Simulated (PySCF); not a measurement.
Bi(F)(Br)2, BiBr2F, SMILES [F][Bi]([Br])[Br] at its CAM-B3LYP/def2-SVP optimised geometry (Å):

```
4

Bi    -1.1657    -1.0021     0.0000
F     -1.4350     1.0021     0.0000
Br    -1.6157    -1.4147     2.5282
Br     1.4350    -1.0021     0.0000
```

Computed with PySCF with CAM-B3LYP/def2-TZVP, def2 effective core potentials past Kr. The core electrons that the potentials of Bi replace are not part of the density. Cells within 0.4 Å of a nucleus heavier than hydrogen are left out (blank, or x).

Map of the deformation density (molecule minus spherical neutral atoms) (e/bohr³) on the plane z = 0.0 Å:

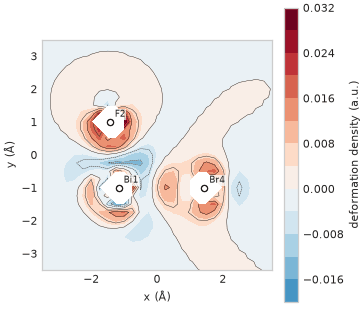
Deformation density (molecule minus spherical neutral atoms) (e/bohr³) on the plane z = 0.0 Å.
